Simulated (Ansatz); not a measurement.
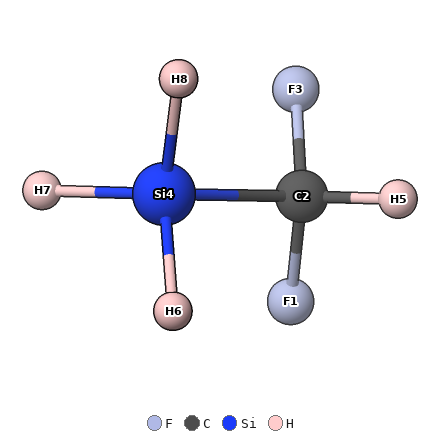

The system is CH4F2Si, SMILES FC(F)[SiH3]; the picture shows the reference structure. The first coordinate is: angle F1–C2–F3; the second: angle H5–C2–F3. Nothing is relaxed (all other coordinates rigid). The scan uses a 15 × 15 grid. Energies: eV, counted from the lowest grid point. Method: RKS PBE-D4/def2-TZVP in Ansatz.

Its coordinates:

```yaml
atoms:
  - { symbol: F, position_ang: [0.9271, -0.8072, 1.4855] }
  - { symbol: C, position_ang: [0.9044, -0.0024, 0.3572] }
  - { symbol: F, position_ang: [1.7645, -0.5659, -0.5725] }
  - { symbol: Si, position_ang: [-0.8857, 0.0688, -0.3633] }
  - { symbol: H, position_ang: [1.3347, 0.9734, 0.6466] }
  - { symbol: H, position_ang: [-1.7811, 0.6673, 0.6705] }
  - { symbol: H, position_ang: [-1.3084, -1.3208, -0.6974] }
  - { symbol: H, position_ang: [-0.8634, 0.9299, -1.5825] }
```

Range: angle F1–C2–F3 from 82.4 to 132.4°; angle H5–C2–F3 from 72 to 142°.

Predict the map.

Answer. The lowest grid point is at angle F1–C2–F3 = 107.4°, angle H5–C2–F3 = 107°. It is the only kind of minimum in the scanned range. The highest grid point, angle F1–C2–F3 = 82.4°, angle H5–C2–F3 = 72°, lies 2.95 eV above the lowest. Round the minimum the valley is somewhat tilted: raising angle F1–C2–F3 shifts the best value of angle H5–C2–F3 downwards (coupling k₁₂/√(k₁₁k₂₂) about 0.2).

```tsv
angle H5–C2–F3 ↓, angle F1–C2–F3 →	82.4	86.0	89.6	93.2	96.7	100.3	103.9	107.4	111.0	114.6	118.2	121.7	125.3	128.9	132.4
142	2.21	1.79	1.49	1.28	1.16	1.10	1.10	1.15	1.25	1.41	1.61	1.85	2.14	2.48	2.85
137	1.98	1.56	1.25	1.03	0.90	0.83	0.82	0.85	0.94	1.08	1.26	1.47	1.74	2.05	2.40
132	1.79	1.36	1.04	0.82	0.68	0.60	0.57	0.60	0.67	0.79	0.95	1.15	1.39	1.68	2.00
127	1.64	1.20	0.88	0.65	0.50	0.41	0.37	0.39	0.45	0.55	0.69	0.87	1.10	1.36	1.65
122	1.52	1.08	0.75	0.52	0.36	0.26	0.22	0.22	0.27	0.36	0.49	0.65	0.85	1.09	1.36
117	1.45	1.00	0.67	0.43	0.26	0.16	0.10	0.10	0.14	0.21	0.33	0.47	0.66	0.88	1.13
112	1.41	0.96	0.63	0.38	0.21	0.10	0.04	0.02	0.05	0.12	0.22	0.36	0.53	0.73	0.96
107	1.42	0.97	0.63	0.38	0.21	0.09	0.02	0.00	0.02	0.08	0.17	0.29	0.45	0.64	0.85
102	1.48	1.02	0.68	0.43	0.25	0.13	0.05	0.03	0.04	0.09	0.17	0.29	0.43	0.61	0.81
97	1.58	1.13	0.78	0.53	0.34	0.22	0.14	0.11	0.11	0.16	0.23	0.34	0.48	0.65	0.84
92	1.74	1.28	0.94	0.68	0.49	0.36	0.28	0.25	0.25	0.29	0.36	0.46	0.59	0.75	0.93
87	1.95	1.50	1.15	0.89	0.70	0.57	0.49	0.45	0.45	0.48	0.55	0.64	0.77	0.92	1.10
82	2.22	1.77	1.42	1.16	0.97	0.84	0.75	0.71	0.71	0.74	0.81	0.90	1.02	1.17	1.34
77	2.55	2.10	1.75	1.49	1.31	1.17	1.09	1.05	1.05	1.08	1.14	1.23	1.35	1.50	1.67
72	2.95	2.49	2.15	1.89	1.71	1.58	1.50	1.46	1.45	1.49	1.55	1.64	1.76	1.90	2.07
```

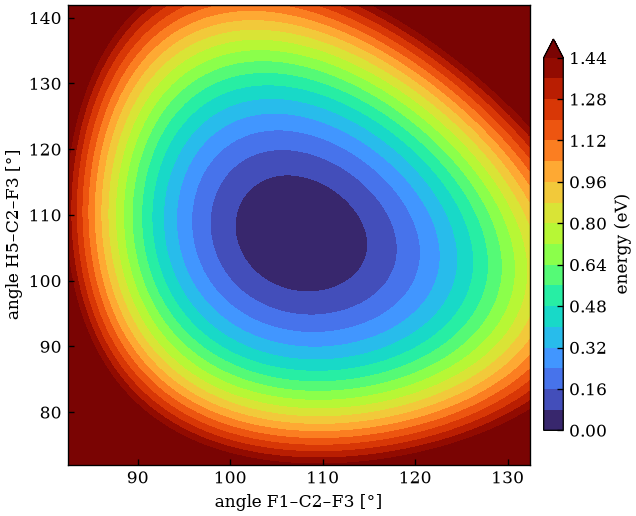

Drawn: filled contours, one colour for all values above the top of the scale. Between grid points the surface is interpolated.

Each point was launched as `ansatz run input.yaml --threads 1 --pin off --max-ram 2560MiB --backend cpu --events-out ev --progress --plain --runs-dir out`. The whole map (225 points run) took 15 min on 1 thread of Arm Neoverse V2, with other jobs on the host.
